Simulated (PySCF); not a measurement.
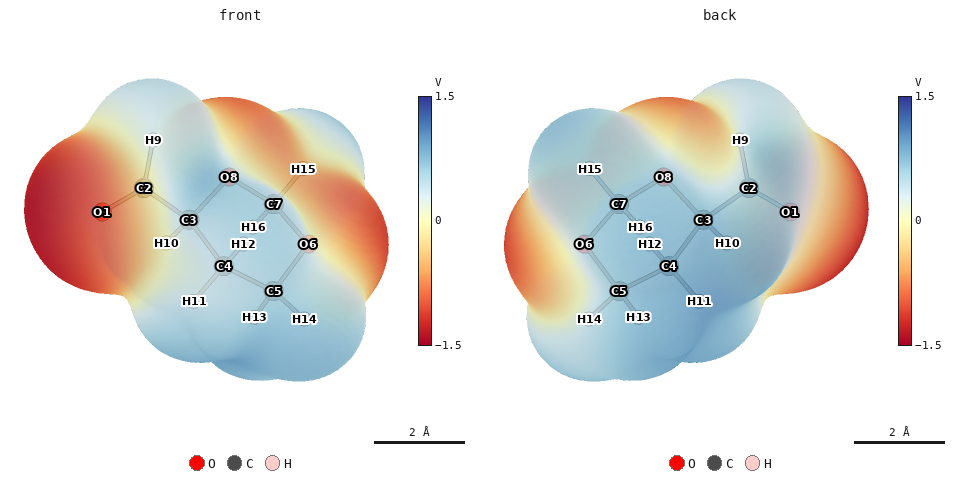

The picture shows: C5H8O3. The electrostatic potential painted on the density surface at 0.001 e/bohr³, seen from the front and from behind; red is negative and blue positive.

Geometry: GFN2-xTB.

Level of theory: KT3/pcSseg-1, SCF density, in a tetrahydrofuran solvent model, non-relativistic in PySCF.

```json
{"atom": "O", "x (Å)": "3.0667", "y (Å)": "-0.3696", "z (Å)": "0.6542"}
{"atom": "C", "x (Å)": "2.2861", "y (Å)": "0.2726", "z (Å)": "0.0136"}
{"atom": "C", "x (Å)": "0.7967", "y (Å)": "0.3014", "z (Å)": "0.2604"}
{"atom": "C", "x (Å)": "0.1852", "y (Å)": "-1.0951", "z (Å)": "0.0465"}
{"atom": "C", "x (Å)": "-1.3344", "y (Å)": "-0.9555", "z (Å)": "0.1519"}
{"atom": "O", "x (Å)": "-1.7984", "y (Å)": "0.0500", "z (Å)": "-0.7287"}
{"atom": "C", "x (Å)": "-1.1831", "y (Å)": "1.2716", "z (Å)": "-0.4722"}
{"atom": "O", "x (Å)": "0.2064", "y (Å)": "1.2356", "z (Å)": "-0.6237"}
{"atom": "H", "x (Å)": "2.5882", "y (Å)": "0.9011", "z (Å)": "-0.8421"}
{"atom": "H", "x (Å)": "0.6138", "y (Å)": "0.6113", "z (Å)": "1.3060"}
{"atom": "H", "x (Å)": "0.5724", "y (Å)": "-1.7913", "z (Å)": "0.7882"}
{"atom": "H", "x (Å)": "0.4469", "y (Å)": "-1.4442", "z (Å)": "-0.9537"}
{"atom": "H", "x (Å)": "-1.6165", "y (Å)": "-0.7002", "z (Å)": "1.1859"}
{"atom": "H", "x (Å)": "-1.8421", "y (Å)": "-1.8739", "z (Å)": "-0.1452"}
{"atom": "H", "x (Å)": "-1.5615", "y (Å)": "1.9832", "z (Å)": "-1.2082"}
{"atom": "H", "x (Å)": "-1.4340", "y (Å)": "1.6119", "z (Å)": "0.5557"}
```

### Describe the electrostatic potential map.

The most negative region (about −1.4 V) lies over O1, the most positive (about +1.0 V) over C4, H10 and H13. O1 is the likeliest acceptor of a hydrogen bond.
